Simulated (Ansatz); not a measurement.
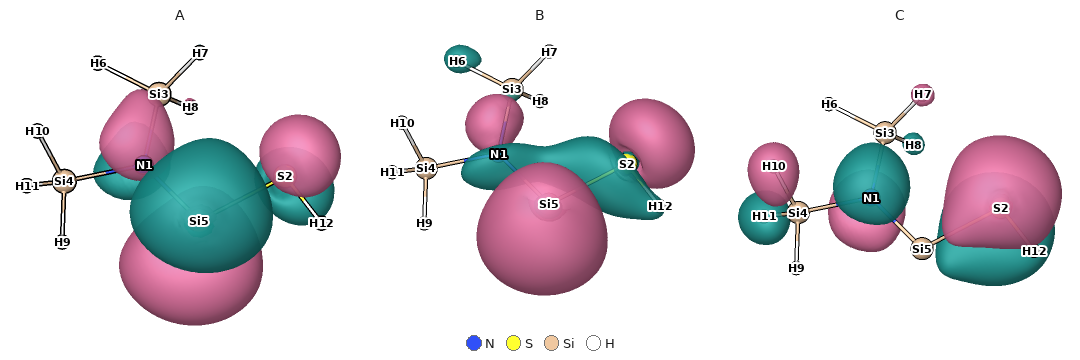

Figure 1: H$_{7}$NSSi$_{3}$. Three frontier orbitals at ±0.08 Å⁻³ᐟ² (teal and pink are the two phases), in no order.

Geometry: B3LYP-D3(BJ)/def2-SVP.

Method: isolated molecule in a Gaussian basis; Kohn-Sham density functional theory, functional PBE0 in Ansatz 0.2.0.

```yaml
atoms:
  - { symbol: N, position_ang: [-0.4013, 0.9514, 0.5076] }
  - { symbol: S, position_ang: [-2.2145, -1.4510, 0.9468] }
  - { symbol: Si, position_ang: [-0.1006, 0.1099, -1.0301] }
  - { symbol: Si, position_ang: [0.4631, 2.4823, 0.7549] }
  - { symbol: Si, position_ang: [-1.4676, 0.4211, 1.8071] }
  - { symbol: H, position_ang: [0.8619, 0.9416, -1.8091] }
  - { symbol: H, position_ang: [0.4920, -1.2327, -0.7858] }
  - { symbol: H, position_ang: [-1.3635, -0.0377, -1.8023] }
  - { symbol: H, position_ang: [0.0768, 3.0111, 2.0918] }
  - { symbol: H, position_ang: [1.9369, 2.2644, 0.7055] }
  - { symbol: H, position_ang: [0.0964, 3.4672, -0.3021] }
  - { symbol: H, position_ang: [-2.9830, -1.7138, 2.0283] }
```

> Order the three orbitals by energy and name them.

C is the HOMO−1 (−7.75 eV). Its weight (Hirshfeld) is mainly on S2 (about 60 %) and N1 (about 15 %). B is the HOMO (−6.84 eV). It lies mainly on Si5 (about 65 %), S2 (about 25 %) and N1 (about 5 %). A is the LUMO (−1.82 eV). Its weight (Hirshfeld) is mainly on Si5 (about 70 %), S2 (about 15 %) and N1 (about 10 %).

> What is the HOMO–LUMO gap?

5.02 eV between the orbital energies.
